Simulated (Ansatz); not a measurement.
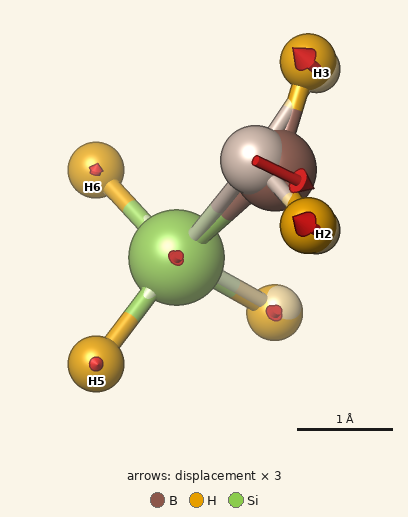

This is a relaxation of BSiH5. The starting structure is drawn faded, the final one solid; red arrows show the displacements, magnified 3 times. The two geometries are superimposed by the best rigid fit.

The picture is a ball-and-stick view, seen from a free direction.

It is one of the separated products of a reaction.

Method: RKS PBE0-D4/def2-TZVP in Ansatz. Set-up: force threshold 0.005 eV/Å; at most 200 steps.

What did the optimiser do to the structure, and how much energy did it gain?

Answer. The atom that moves furthest after the best rigid fit is the B atom (0.28 Å). Largest moves by element: B 0.28 Å, H 0.14 Å, Si 0.06 Å. Some distances before and after: B–H 1.211 → 1.196 Å, H–Si 1.503 → 1.488 Å, B–Si 2.019 → 2.008 Å. Bond angles that change, for instance: H–B–Si 111.8° → 121.2°, B–Si–H 112.7° → 105.1°, H–B–H 112.2° → 117.5°. Over 6 geometry steps the energy falls by 0.639 eV. The largest force component goes from 3.2 to 0.0022 eV/Å. The run took 8.5 s on 2 threads of Arm Neoverse V1 (shared host).
